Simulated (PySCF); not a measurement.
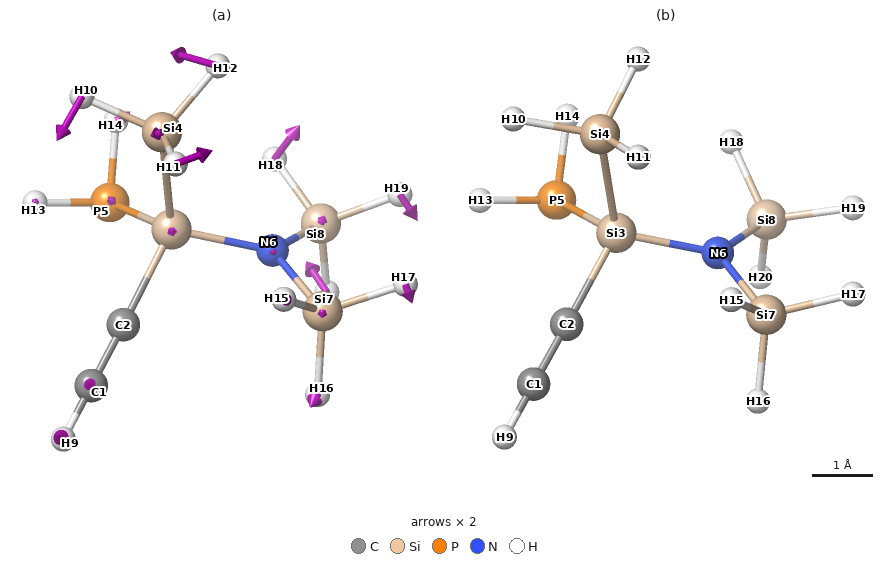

The structure of C2H12NPSi4 before (left) and after (right) a relaxation, at one scale. The purple arrows give the displacements, 2 times their true length.

The picture is a ball-and-stick view, seen at a tilt.

The start comes from GFN2-xTB.

Theory: PySCF 2.14.0, density-fitted response routines, PBE0-D3(BJ)/def2-SVP geometry optimisation, gas phase. 

Summarise the run.

Answer. After 11 geometry steps the energy has fallen by 6.08 kcal/mol. The largest move after the best rigid fit is that of H12, 0.56 Å. By element the largest moves are H 0.56 Å, Si 0.12 Å, C 0.10 Å, P 0.07 Å, N 0.05 Å. Among the contacts that change: P5–H13 1.383 → 1.429 Å, P5–H14 1.385 → 1.429 Å, Si7–H15 1.462 → 1.493 Å, Si4–H10 1.469 → 1.496 Å. Bond angles that change, for instance: Si3–Si4–H12 113.3° → 108.4°, Si4–Si3–P5 116.4° → 112.3°, C2–Si3–P5 102.0° → 105.7°.
